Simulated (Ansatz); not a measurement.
**GeHMe2Cl (C₂H₇ClGe): trial inputs and their diagnosis**

2 inputs were typed for GeHMe2Cl (C₂H₇ClGe). Each is run as it stands; the log then has to tell whether the result can be used.

Program: Ansatz 0.2.0, Gaussian basis. Level of theory: the settings change from run to run. These are calculated values, not measurements.

### 1 The geometry

The geometry comes from an earlier relaxation with PBE0-D4/def2-SVP; it is a stationary point, not always the lowest conformer.

11 atoms, charge 0, spin multiplicity 1.

Atoms are counted from 1 here; the program's logs count them from 0.

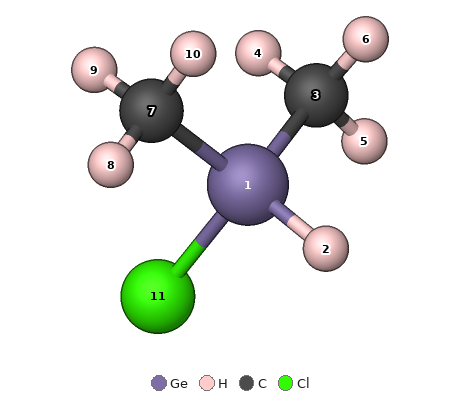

The geometry (germanium purple, hydrogen pink, carbon dark grey, chlorine green); atoms are numbered from 1 in the order of the file.

### 2 Input 1

File in.yaml:

```yaml
crystal:
  periodic: [false, false, false]
  atoms:
    - {symbol: Ge, position_ang: [-0.257257, -0.435681, 0.484773]}
    - {symbol: H, position_ang: [-0.311993, -0.528012, 2.022155]}
    - {symbol: C, position_ang: [1.564028, -0.532034, -0.182578]}
    - {symbol: H, position_ang: [1.561773, -0.500424, -1.281493]}
    - {symbol: H, position_ang: [2.041118, -1.466899, 0.143156]}
    - {symbol: H, position_ang: [2.150607, 0.318205, 0.197832]}
    - {symbol: C, position_ang: [-1.222560, 1.111259, -0.183628]}
    - {symbol: H, position_ang: [-2.265596, 1.090191, 0.161747]}
    - {symbol: H, position_ang: [-1.213968, 1.110302, -1.282952]}
    - {symbol: H, position_ang: [-0.747130, 2.036565, 0.176208]}
    - {symbol: Cl, position_ang: [-1.299034, -2.203473, -0.255199]}
basis:
  gaussian: {orbitals: def2-mTZVPP}
magnetization: {spin_polarized: true, initial_magnetization: 1}
hamiltonian: {xc: {name: B2GP-PLYP}}
```

On the command line:

```sh
$ ansatz run in.yaml --threads 2 --pin off --events-out ev --progress --plain --max-ram 4352MiB
```

What it wrote:

```text
Error: a molecule whose nuclei and cores have a total charge of 68 cannot have a net charge of 0 together with 1 unpaired electrons
```

Run time: 0.05 s. Hardware: 2 threads of Arm Neoverse V1, shared host.

What is wrong: Refused before any calculation. The number of unpaired electrons doesn't fit the electron count. To mend it, make charge and initial_magnetization agree: an even electron count takes an even number of unpaired electrons.

### 3 Input 2

File in.yaml:

```yaml
crystal:
  periodic: [false, false, false]
  atoms:
    - {symbol: Ge, position_ang: [-0.372213, -0.378954, 0.451820]}
    - {symbol: H, position_ang: [-0.349256, -0.521458, 2.177509]}
    - {symbol: C, position_ang: [1.520204, -0.606602, -0.201628]}
    - {symbol: H, position_ang: [1.687495, -0.462245, -1.299128]}
    - {symbol: H, position_ang: [2.133572, -1.316102, 0.158238]}
    - {symbol: H, position_ang: [2.251866, 0.232554, 0.457446]}
    - {symbol: C, position_ang: [-1.222595, 1.235394, -0.231935]}
    - {symbol: H, position_ang: [-2.244253, 1.047074, 0.183944]}
    - {symbol: H, position_ang: [-1.253178, 1.003550, -1.368927]}
    - {symbol: H, position_ang: [-0.702667, 1.928042, 0.183643]}
    - {symbol: Cl, position_ang: [-1.429413, -2.259729, -0.230437]}
basis:
  gaussian: {orbitals: def2-TZVPPP}
magnetization: {spin_polarized: true, initial_magnetization: 0}
hamiltonian: {xc: {name: r2SCAN0}, dispersion: d3bj}
scf: {omitted_lower_state_checks: [starts]}
output: {forces: true}
```

Launched as before.

What it wrote:

```text
Error: <dir> can't be read: No such file or directory (os error 2)
```

Run time: 0.05 s. Hardware: 2 threads of Arm Neoverse V1, shared host.

What is wrong: Nothing was computed: the input was turned down at the start. The line that matters: «<dir> can't be read: No such file or directory (os error 2)» No basis of that name is known. The cure: name a listed orbital basis. Its coordinates are also moved off the relaxed structure.

### 4 How the tries ended

```tsv
input	level	ended	cause	time
1	B2GP-PLYP/def2-mTZVPP	refused	the number of unpaired electrons doesn't fit the electron count	0.05 s
2	r2SCAN0/def2-TZVPPP	refused	no basis of that name is known	0.05 s
```

2 refused. A refusal costs next to no computing time.
